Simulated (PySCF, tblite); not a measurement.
# C13H8FN: excited states

Aim: compute the excited states of C13H8FN (`Fc1ccc2cc3ccccc3nc2c1`).

Computed with tblite 0.8.0 and PySCF 2.14.0 and routines of our own; the level stands in each step. Atoms count from 0.

### Step 1. The system as given

23 atoms, charge 0, multiplicity 1; geometry from: force field or distance geometry start.

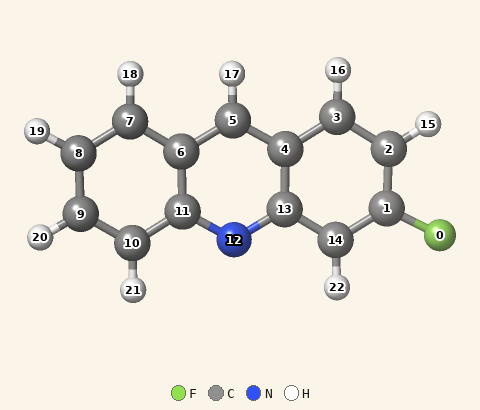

The starting geometry (fluorine green, carbon grey, nitrogen blue, hydrogen white).

### Step 2. Optimising the geometry with GFN2-xTB

What the job is given:

```
{"job": {"kind": "relax", "xc": "GFN2-xTB", "basis": "xTB"}, "charge": 0, "multiplicity": 1}
F      4.842300    -0.814900     0.704900
C      3.570400    -0.385700     0.370900
C      3.521700     0.754700    -0.387500
C      2.278300     1.283100    -0.787600
C      1.134300     0.594900    -0.355600
C     -0.121200     1.058300    -0.717700
C     -1.259600     0.386000    -0.304700
C     -2.492400     0.886300    -0.672700
C     -3.627700     0.195100    -0.256600
C     -3.477400    -0.952600     0.522100
C     -2.239200    -1.433700     0.879800
C     -1.131400    -0.754300     0.464800
N      0.100900    -1.206700     0.820900
C      1.217200    -0.556200     0.408500
C      2.441300    -1.057700     0.797200
H      4.385800     1.292400    -0.705800
H      2.219300     2.181400    -1.382300
H     -0.215400     1.944400    -1.315100
H     -2.563000     1.790700    -1.280000
H     -4.620500     0.557600    -0.524800
H     -4.374200    -1.460400     0.836900
H     -2.143700    -2.322600     1.484300
H      2.549400    -1.953200     1.410400
```

The run is started by

```sh
$ OMP_NUM_THREADS=1 python excited_run.py task.json out
```

One launch serves the whole session: the jobs run in the order shown.

The log of the run:

```text
step      E/eV     max force
  0   -1076.16196    3.532
  1   -1076.51234    1.417
  2   -1076.59139    0.563
  3   -1076.60870    0.384
  4   -1076.62760    0.268
  5   -1076.63479    0.236
  6   -1076.64108    0.183
  7   -1076.64651    0.193
  8   -1076.65249    0.157
  9   -1076.65675    0.136
 10   -1076.65929    0.137
 11   -1076.66121    0.132
 12   -1076.66337    0.104
 13   -1076.66553    0.100
 14   -1076.66728    0.095
 15   -1076.66868    0.086
 16   -1076.66998    0.084
 17   -1076.67115    0.078
 18   -1076.67201    0.074
 19   -1076.67259    0.062
 20   -1076.67303    0.044
 21   -1076.67342    0.036
 22   -1076.67368    0.035
 23   -1076.67383    0.029
 24   -1076.67392    0.021
 25   -1076.67398    0.018
 26   -1076.67402    0.014
 27   -1076.67404    0.009
```

Wall time 0.33 s (1 thread of Arm Neoverse V1, shared host); peak memory 0.18 GiB.

Step by step:

```tsv
step	energy from step 0 (eV)	largest force (eV/Å)
0	0.0000	3.5318
1	-0.3504	1.4171
2	-0.4294	0.5633
3	-0.4467	0.3843
4	-0.4656	0.2682
5	-0.4728	0.2356
6	-0.4791	0.1835
7	-0.4846	0.1928
8	-0.4905	0.1573
9	-0.4948	0.1355
10	-0.4973	0.1374
11	-0.4993	0.1323
12	-0.5014	0.1043
13	-0.5036	0.1005
14	-0.5053	0.0945
15	-0.5067	0.0857
16	-0.5080	0.0840
17	-0.5092	0.0784
18	-0.5101	0.0739
19	-0.5106	0.0624
20	-0.5111	0.0444
21	-0.5115	0.0364
22	-0.5117	0.0351
23	-0.5119	0.0290
24	-0.5120	0.0205
25	-0.5120	0.0181
26	-0.5121	0.0141
27	-0.5121	0.0092
```

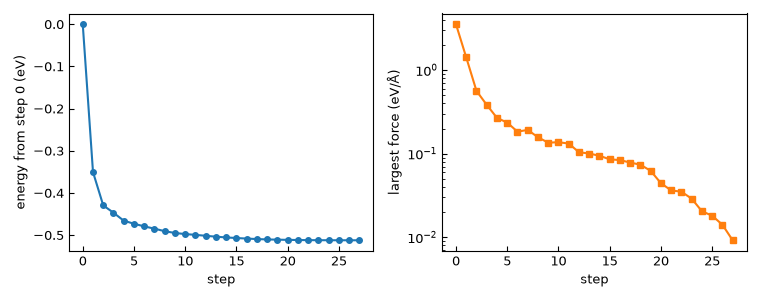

Energy and force, step by step.

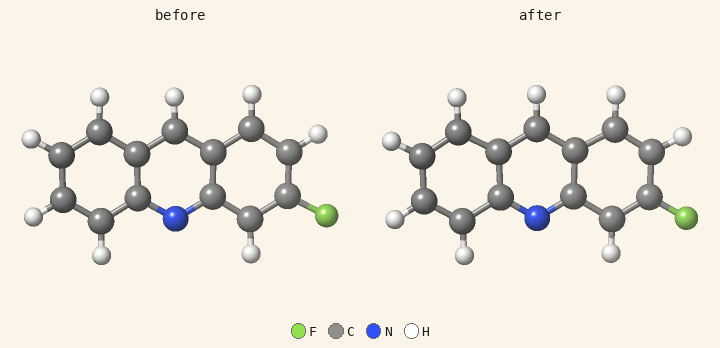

Before and after, at one scale.

Distances of close pairs at the start and the end, largest changes first:

```tsv
bond	before (Å)	after (Å)	change (Å)
C10–C11	1.364	1.418	+0.054
C6–C11	1.382	1.435	+0.053
C4–C13	1.384	1.436	+0.052
C2–C3	1.409	1.360	-0.049
C1–C2	1.370	1.410	+0.040
C13–C14	1.379	1.418	+0.040
C6–C7	1.380	1.417	+0.036
F0–C1	1.383	1.349	-0.034
```

The final coordinates are the input of the step that follows.

### Step 3. Harmonic vibrations with GFN2-xTB

What the job is given:

```
{"job": {"kind": "ir", "xc": "GFN2-xTB", "basis": "xTB"}, "charge": 0, "multiplicity": 1}
F      4.793688    -0.875401     0.752568
C      3.582609    -0.402290     0.392982
C      3.551409     0.768138    -0.393329
C      2.349602     1.277690    -0.776462
C      1.139293     0.646897    -0.394198
C     -0.116068     1.125879    -0.758864
C     -1.263333     0.453276    -0.345983
C     -2.574384     0.877779    -0.674091
C     -3.656792     0.175830    -0.239042
C     -3.490796    -0.986614     0.545051
C     -2.248215    -1.428867     0.882530
C     -1.093392    -0.727188     0.451402
N      0.102141    -1.189647     0.802076
C      1.192083    -0.544346     0.406011
C      2.458249    -1.054159     0.791485
H      4.484561     1.231389    -0.672875
H      2.297198     2.173176    -1.378785
H     -0.199667     2.020691    -1.362457
H     -2.692006     1.768534    -1.275295
H     -4.655560     0.501339    -0.489473
H     -4.368443    -1.523125     0.874980
H     -2.099494    -2.314122     1.480235
H      2.502564    -1.947875     1.391613
```

The log of the run:

```text
mode    cm-1     km/mol
  1      67.5      0.02
  2      95.6      0.69
  3     177.3      1.01
  4     197.3      0.10
  5     234.6      0.10
  6     320.4      6.49
  7     326.0      4.17
  8     358.0      0.03
  9     372.1      2.89
 10     428.7      0.01
 11     438.9      4.21
 12     443.9      0.06
 13     472.3      5.42
 14     504.0      0.49
 15     552.8      5.46
 16     581.8      2.32
 17     588.6      0.11
 18     637.7      0.56
 19     701.2      1.03
 20     745.6      0.30
 21     757.7     45.09
 22     768.0     15.27
 23     782.8      2.15
 24     811.9     11.74
 25     860.8      3.95
 26     868.4      3.09
 27     873.7      0.32
 28     875.4     27.15
 29     877.1      6.96
 30     911.9      0.17
 31     917.7      1.52
 32     930.4      0.20
 33     974.8     43.80
 34    1059.4      0.34
 35    1130.0     45.48
 36    1132.6     47.60
 37    1157.7     29.85
 38    1169.3      4.31
 39    1172.4      0.37
 40    1214.1     34.21
 41    1233.2     23.00
 42    1285.7     28.90
 43    1295.6      4.22
 44    1306.0     24.49
 45    1336.4      2.55
 46    1374.8      0.47
 47    1407.3     22.21
 48    1424.6     59.58
 49    1456.4     24.94
 50    1476.9     12.86
 51    1524.7     16.54
 52    1538.4     23.56
 53    1564.0     28.96
 54    1607.0     60.26
 55    1624.8     36.32
 56    3049.8     22.09
 57    3067.8     22.86
 58    3077.4     24.14
 59    3079.5     21.77
 60    3091.5     68.43
 61    3108.5     23.96
 62    3109.4     16.63
 63    3125.0      3.83
```

Run time: 1.5 s. Hardware: 1 thread of Arm Neoverse V1, shared host; peak memory 0.18 GiB.

Which atoms move in the most intense modes:

```tsv
cm⁻¹	km/mol	atoms
758	45.1	H19 16 %, H18 16 %, C11 13 %, H20 12 %
975	43.8	C2 31 %, C14 19 %, H22 13 %
1130	45.5	H15 53 %, H22 11 %
1133	47.6	H22 30 %, H20 11 %
1425	59.6	C3 17 %, C14 10 %
1607	60.3	C10 14 %, C7 13 %, C1 13 %, C14 12 %
1625	36.3	C14 14 %, C3 13 %, C1 11 %, C7 11 %
3092	68.4	H19 66 %, H20 16 %
```

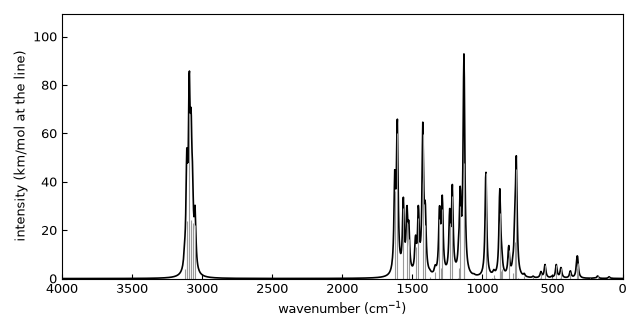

The infrared spectrum from these modes, unscaled. Lines are broadened to a width of 14 cm⁻¹ (Lorentzian).

### Step 4. Excited states: TDA BHandHLYP/def2-SVP

Settings changed since step 3:

```diff
@@ -1,2 +1,2 @@
-{"job": {"kind": "ir", "xc": "GFN2-xTB", "basis": "xTB"}, "charge": 0, "multiplicity": 1}
+{"job": {"kind": "states", "xc": "BHandHLYP", "basis": "def2-SVP", "tda": true, "soc": true, "nstates": 5, "ntriplets": 6, "nquad": 4}, "charge": 0, "multiplicity": 1}
 F      4.793688    -0.875401     0.752568
```

Method: TDA BHandHLYP/def2-SVP excited states, vertical, gas phase, spin-orbit mean-field couplings.

The log of the run:

```text
coarse grid: 21232 points
cycle   1  E = -653.7720129810  dE =  3.752e+00  |g| = 6.247e-01  |ddm| = 6.510e+00
cycle   2  E = -653.7961866513  dE = -2.417e-02  |g| = 6.181e-01  |ddm| = 1.595e+00
cycle   3  E = -653.8681074424  dE = -7.192e-02  |g| = 1.102e-01  |ddm| = 7.804e-01
cycle   4  E = -653.8702013267  dE = -2.094e-03  |g| = 6.850e-02  |ddm| = 1.954e-01
cycle   5  E = -653.8713933596  dE = -1.192e-03  |g| = 1.366e-02  |ddm| = 1.052e-01
cycle   6  E = -653.8714450477  dE = -5.169e-05  |g| = 4.652e-03  |ddm| = 2.450e-02
cycle   7  E = -653.8714512983  dE = -6.251e-06  |g| = 1.464e-03  |ddm| = 6.508e-03
final grid: 211280 points
cycle   8  E = -653.9524494095  dE = -2.934e-05  |g| = 3.329e-03  |ddm| = 4.066e-02
cycle   9  E = -653.9524497440  dE = -3.345e-07  |g| = 3.389e-03  |ddm| = 8.527e-03
cycle  10  E = -653.9524521422  dE = -2.398e-06  |g| = 5.158e-04  |ddm| = 4.062e-03
cycle  11  E = -653.9524522055  dE = -6.324e-08  |g| = 2.214e-04  |ddm| = 8.548e-04
cycle  12  E = -653.9524522187  dE = -1.320e-08  |g| = 8.296e-05  |ddm| = 4.130e-04
cycle  13  E = -653.9524522211  dE = -2.368e-09  |g| = 3.050e-05  |ddm| = 1.371e-04
cycle  14  E = -653.9524522215  dE = -4.554e-10  |g| = 1.530e-05  |ddm| = 7.218e-05
converged SCF energy = -653.9524522215

Singlet excitations
state   eV       nm        f     d(h-e)  d(exc)  Lambda  PR(NTO)  |dmu|/D   mu/D   main configurations
  1   3.9736   312.0   0.11530   0.340   4.049   0.858   1.172    0.719    3.331   H->L 0.91
  2   4.3530   284.8   0.07087   0.105   3.738   0.662   1.908    0.246    3.195   H-1->L 0.62, H->L+1 0.35
  3   4.5144   274.6   0.00205   1.076   3.146   0.426   1.010    2.036    1.883   H-3->L 0.93
  4   5.2841   234.6   0.00846   0.294   4.045   0.744   1.045    0.716    2.674   H-2->L 0.95
  5   6.0467   205.0   0.28920   0.272   3.970   0.746   1.182                     H->L+2 0.81, H->L+1 0.09

Triplet excitations (Tamm-Dancoff)
state   eV     d(h-e)  d(exc)  Lambda  PR(NTO)   main configurations
  1   2.2598   0.198   3.460   0.857   1.234   H->L 0.89
  2   3.5253   0.116   3.068   0.728   1.854   H-2->L 0.39, H-1->L 0.27, H->L+2 0.25
  3   3.6214   0.161   3.492   0.691   1.371   H-1->L 0.67, H-2->L 0.17
  4   3.9437   1.042   2.954   0.429   1.013   H-3->L 0.85, H-3->L+3 0.10
  5   4.3584   0.088   3.624   0.658   1.181   H->L+1 0.88
  6   4.5271   0.047   2.612   0.793   2.903   H->L+3 0.35, H-4->L 0.23, H-5->L 0.16
S1 - T1 = 1.7138 eV

Spin-orbit couplings |<S|Hso|T>| (cm-1)
             T1       T2       T3       T4       T5       T6
S0        0.018    0.013    0.020   23.579    0.014    0.027
S1        0.006    0.012    0.020    7.833    0.068    0.010
S2        0.023    0.009    0.002    1.753    0.002    0.006
S3        8.422    0.260    1.609    0.007    0.466    5.160
S4        0.014    0.005    0.005    1.175    0.003    0.008
S5        0.027    0.010    0.005    0.114    0.015    0.003
T1 sublevels (cm-1): 0.000 0.000 0.002   radiative rates (1/s): 0.000148 4.5e-06 0.00022
```

It took 2.3 min on 1 thread of Arm Neoverse V1, shared host; peak memory 1 GiB.

Key values:

```tsv
quantity	value
S1 less T1	1.71 eV
```

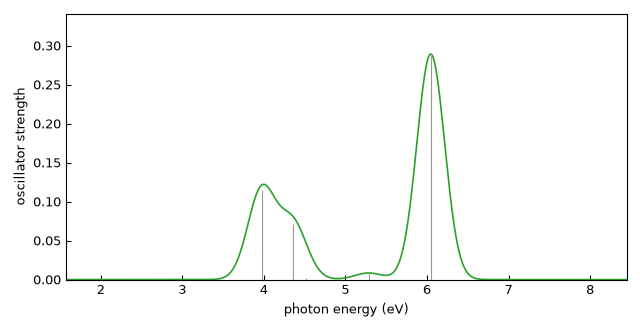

Absorption lines of the singlets. Lines are broadened to a width of 0.40 eV (Gaussian).

### Step 5. Results

```
                                   quantity                 value
  strongest single infrared mode (GFN2-xTB)  3092 cm⁻¹, 68 km/mol
               zero-point energy (GFN2-xTB)        105.3 kcal/mol
S1 less T1 (step 4, TDA BHandHLYP/def2-SVP)               1.71 eV
```

In words: All 63 modes are real, so the xTB geometry is a minimum. The strongest single mode, at 3092 cm⁻¹, moves mainly H19. GFN2-xTB is a fitted tight-binding method: band positions and strengths are rough. Its intensities can rank the bands wrongly. In step 4, the number of triplets below S1 is 4, and the largest singlet-triplet spin-orbit coupling is S0–T4, 23.58 cm⁻¹.
